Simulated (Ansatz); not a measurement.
CAlBCl (SMILES [Al]/[C+]=B/Cl) (charge +1, triplet)

The calculation's input:

```
crystal:
  periodic: [false, false, false]
  atoms:
    - {symbol: C, position_ang: [0.000000, 0.000000, -0.657017]}
    - {symbol: Al, position_ang: [0.000000, 0.000000, -2.494095]}
    - {symbol: B, position_ang: [0.000000, 0.000000, 0.749750]}
    - {symbol: Cl, position_ang: [0.000000, 0.000000, 2.401362]}
basis:
  gaussian:
    orbitals: def2-TZVPD
hamiltonian:
  xc: {name: PBE0}
output: {forces: true, orbitals: {seedname: orbitals}}
magnetization:
  spin_polarized: true
  initial_magnetization: 2
total_charge: 1
```

Launched as:

```sh
ansatz run input.yaml --threads 1 --pin off --max-ram 2610MiB --events-out events.jsonl --progress --plain --runs-dir runs
```

Geometry: r2SCAN-D4/def2-SVP.

The calculation used isolated molecule in a Gaussian basis; Kohn-Sham density functional theory, functional PBE0 (Ansatz).

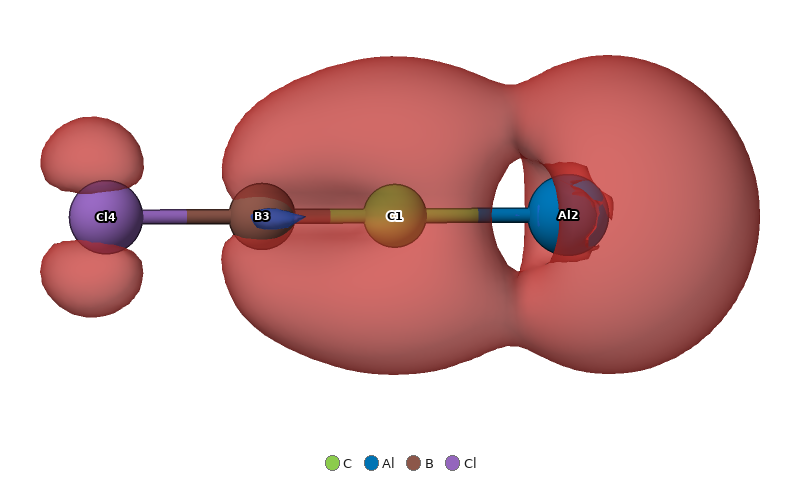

Figure 1. Isosurfaces of the spin density (α minus β) at +0.015 (red) and −0.015 e/Å³ (blue), seen from one side.

Q: Describe the spin distribution.

A: The unpaired spin (2 electrons) lies mostly on Al2 (about 1.0), C1 (about 0.8) and B3 (about 0.2), in electrons by Hirshfeld's partition.

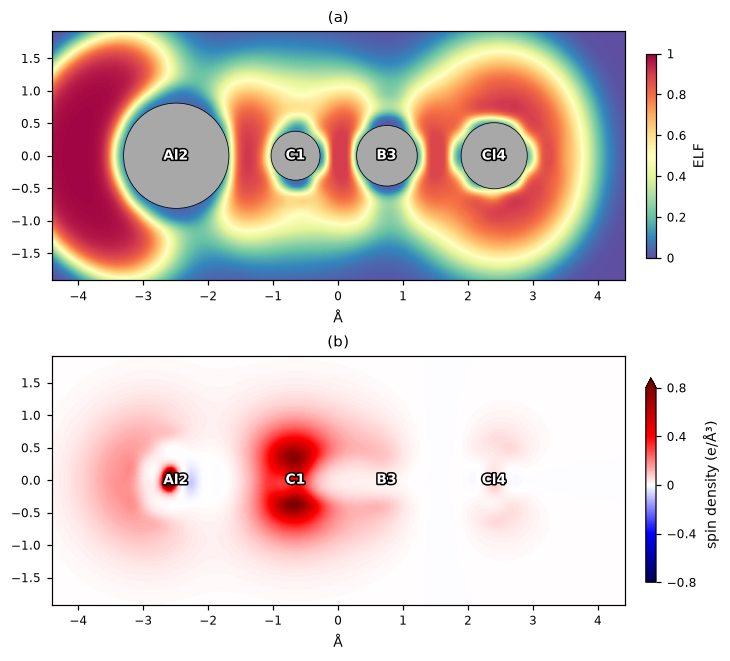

Figure 2. (a) electron localisation function; (b) spin density on a plane that holds the molecular axis. Grey discs cover the atomic cores in the ELF map.

Q: Describe what can be read from this map.

A:
- Atoms in the plane: C, Al, B and Cl.
- C–B (1.41 Å): the ELF peaks at about 0.90 between the atoms, as expected for a covalent bond.
- B–Cl (1.65 Å): the ELF peaks at about 0.90 between the atoms: a polar covalent bond.
- C–Al (1.84 Å): the ELF peaks at about 0.90 in the valence shell of C, 0.7 Å from its nucleus, and is about 0.75 at the midpoint.
- The ELF also peaks beside Cl4, away from the bonds: non-bonding electrons, paired or unpaired.

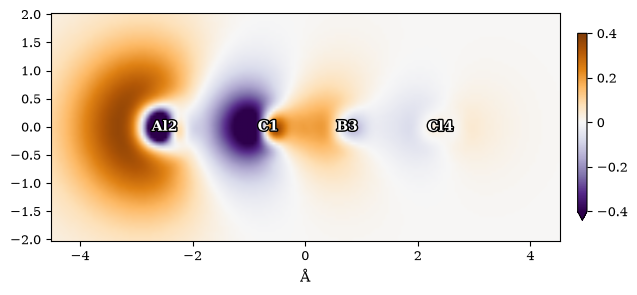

Figure 3. The LUMO (β) on a plane that holds the molecular axis (values in Å⁻³ᐟ²; the overall sign is arbitrary).

Q: Describe this orbital and give its energy.

A: Its weight (Hirshfeld) is mainly on Al2 (about 85 %) and C1 (about 15 %); it is of σ type. Its energy is −9.49 eV.
